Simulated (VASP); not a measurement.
Here is the system:

```
CELL_PARAMETERS angstrom
      3.40332     1.96491     6.57581
     -3.40332     1.96491     6.57581
      0.00000    -3.92982     6.57581
ATOMIC_POSITIONS crystal
  Cr 0.33409 0.33409 0.33409
  Cr 0.66591 0.66591 0.66591
  I  0.07604 0.72594 0.43207
  I  0.43207 0.07604 0.72594
  I  0.72594 0.43207 0.07604
  I  0.92396 0.27406 0.56793
  I  0.56793 0.92396 0.27406
  I  0.27406 0.56793 0.92396
```
Starting moments (μB, in the order of the record's atoms Cr Cr I I I I I I): 3.0 3.0 -0.1 -0.1 -0.1 -0.1 -0.1 -0.1.

Computed with PBEsol GGA, VASP's PBE PAW potentials (set 64) (plane waves; VASP). Run with 400 eV cut-off, 5×5×5 Γ-centred mesh, tetrahedra with Blöchl corrections, potentials Cr_pv I.

Unless said otherwise, spin-orbit coupling is left out, though it shifts the bands of the heavy elements here.

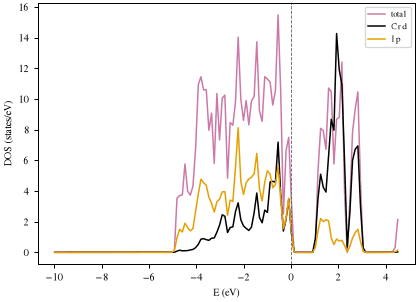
*Total and projected density of states, zero at the valence-band maximum*

Within 2 eV below the valence-band maximum the largest weight inside VASP's projection spheres is I p, then Cr d.

It has a band gap.

The structure was generated: CrI3 was put into the BiI3 type (R-3), which need not be its known phase. It was relaxed first, which changed the volume by +17 %.
